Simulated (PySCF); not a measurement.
SMILES c1ccc([se]1)Cc1ccccc1 (C11H10Se) at its GFN2-xTB optimised geometry (Å):

```
22

C     -1.8042     0.0014     0.0000
C     -1.1072     1.1972    -0.0030
C      0.2768     1.1951    -0.0051
C      0.9776    -0.0022     0.0016
C      2.4848    -0.0197    -0.0472
C      2.9328    -0.2396    -1.4598
C      3.3272     0.7071    -2.3503
C      3.6486     0.2251    -3.6440
C      3.5100    -1.1128    -3.8011
Se     2.9233    -1.9425    -2.2487
C      0.2711    -1.1977     0.0000
C     -1.1116    -1.1977     0.0000
H     -2.8842     0.0035     0.0010
H     -1.6427     2.1355    -0.0050
H      0.8169     2.1312    -0.0099
H      2.8631    -0.8221     0.5916
H      2.8842     0.9317     0.3099
H      3.3972     1.7508    -2.0922
H      3.9781     0.8763    -4.4363
H      3.6952    -1.6825    -4.6936
H      0.8129    -2.1355    -0.0015
H     -1.6500    -2.1341     0.0006
```

Calculation: B3LYP/def2-SVP (PySCF 2.14.0). Cells within 0.4 Å of a nucleus heavier than hydrogen are left out (blank, or x).

Map of the Laplacian of the electron density (e/bohr⁵), clipped to [-1.50, 1.50] on the plane z = 0.0 Å:

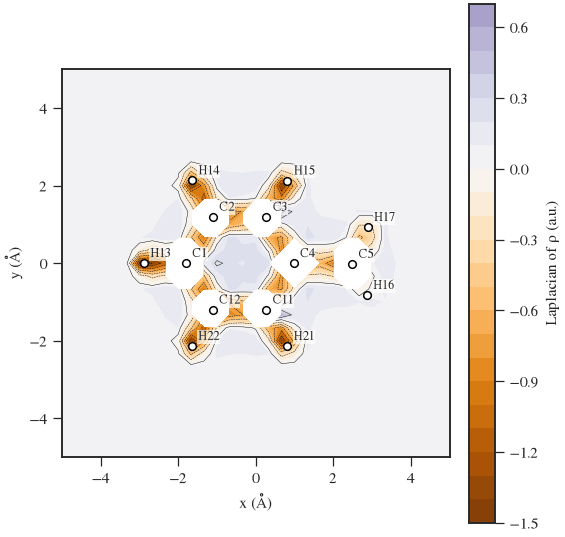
Figure. Laplacian of the electron density (e/bohr⁵), clipped to [-1.50, 1.50] on the plane z = 0.0 Å.
